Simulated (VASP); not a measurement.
Band structure of Ti (space group P6/mmm). Calculation: r2SCAN meta-GGA, VASP's PBE PAW potentials (set 64) (plane waves; VASP).

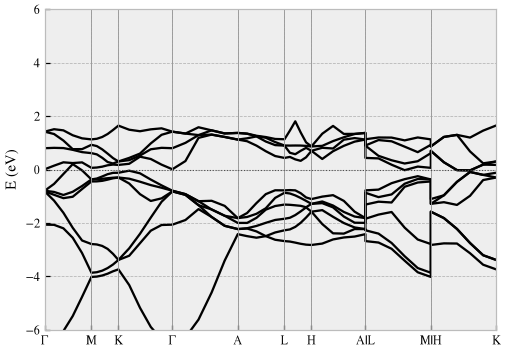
Fig. 1. Bands along high-symmetry lines, zero at the valence-band maximum or, without a gap, the Fermi level

### Question
Read the plot: is there a gap, and where are the band edges?

### Answer
It has no gap at this level: it comes out as a metal or semimetal.

The structure comes from a computed database's Ti entry (P6/mmm); how it stands against other phases isn't given here. It was relaxed first.
